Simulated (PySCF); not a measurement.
**CH$_{9}$FSeSi$_{3}$ (SMILES F[SiH2]C[SiH2][Se][SiH3]): density, localisation and related maps**

```xyz
15

F    -2.3611    1.7986    1.2845
Si   -2.4633    1.1511   -0.1871
C    -0.8161    0.2746   -0.4989
Si   -0.2839   -0.8715    0.9212
Se    1.4961   -2.1629    0.2294
Si    2.9710   -0.5824   -0.4872
H    -3.5839    0.2284   -0.1094
H    -2.6788    2.2830   -1.0773
H    -0.8806   -0.3012   -1.4218
H    -0.0341    1.0190   -0.6587
H    -1.2950   -1.8672    1.2605
H     0.1609   -0.1079    2.0853
H     3.0054    0.4948    0.4976
H     4.2413   -1.2801   -0.5995
H     2.5177   -0.0681   -1.7777
```

Geometry: GFN2-xTB.

Method: PySCF, CAM-B3LYP/def2-SVPD, SCF density, gas phase.

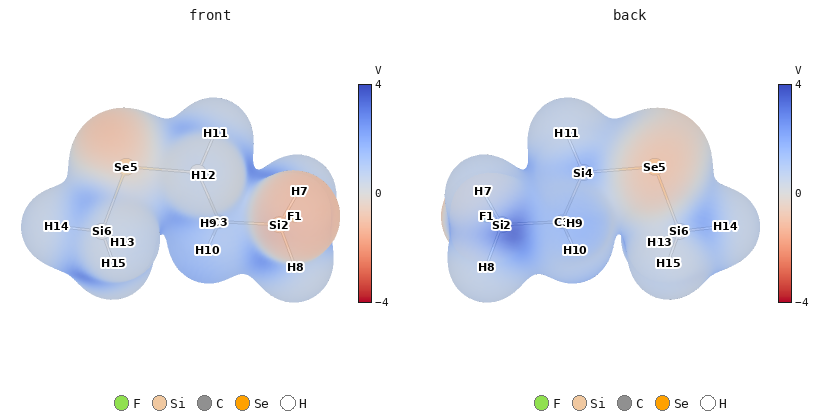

Figure 1. The molecular electrostatic potential painted on the density surface at 0.004 e/bohr³, seen from the front and from behind; the colour scale runs from red (negative) to blue (positive).

Describe the electrostatic potential map.

The most negative region (about −1.1 V) lies over F1, the most positive (about +2.9 V) over Si2.

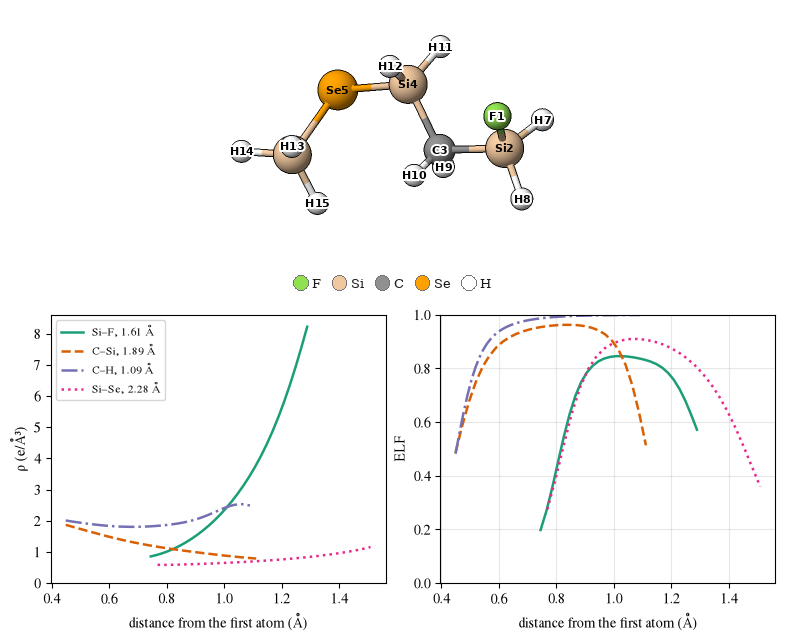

Figure 2. Electron density and ELF along straight lines between neighbouring atoms. The curves leave out the atomic cores. The structure is drawn too.

What can be read from the curves?

Si–F (1.61 Å): ρ is about 1 e/Å³ halfway; the ELF peaks at about 0.85 in the valence shell of F, 0.6 Å from its nucleus, and is about 0.45 at the midpoint.
C–Si (1.89 Å): ρ is about 0.94 e/Å³ halfway; the ELF peaks at about 0.95 between the atoms: a covalent bond.
C–H (1.09 Å): ρ at the midpoint is about 1.9 e/Å³; the ELF climbs to about 1 towards the hydrogen, as it does in any bond to H; a covalent bond by its length.
Si–Se (2.28 Å): ρ is about 0.72 e/Å³ halfway, with its minimum of 0.59 e/Å³ about 0.8 Å from Si; the ELF peaks at about 0.90 between the atoms: a shared electron pair.
